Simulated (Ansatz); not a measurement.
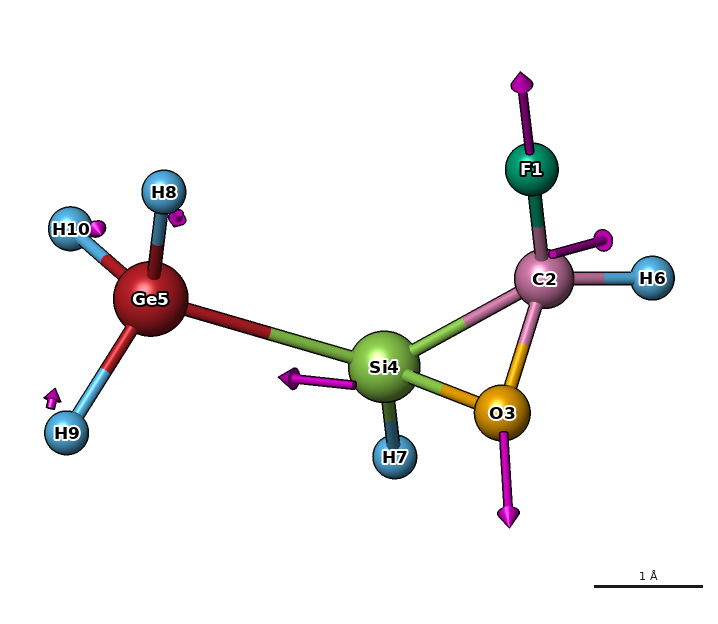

Arrows show the forces on the atoms, 3 Å of arrow for 1 eV/Å; forces under a tenth of the largest aren't drawn. Level of theory: r2SCAN-D4/def2-TZVPP (Ansatz 0.2.0).

List the force components in the frame of the picture (x right, y up, z towards the viewer), in eV/Å.

```tsv
atom	Fx	Fy	Fz
F1	−0.03	0.25	0.24
C2	0.19	0.05	−0.32
O3	0.02	−0.29	0.22
Si4	−0.24	0.03	−0.15
Ge5	0.03	−0.01	−0.01
H6	0.01	0.00	0.01
H7	0.00	−0.01	0.02
H8	−0.02	−0.05	−0.05
H9	0.02	0.07	−0.01
H10	0.02	−0.03	0.06
```
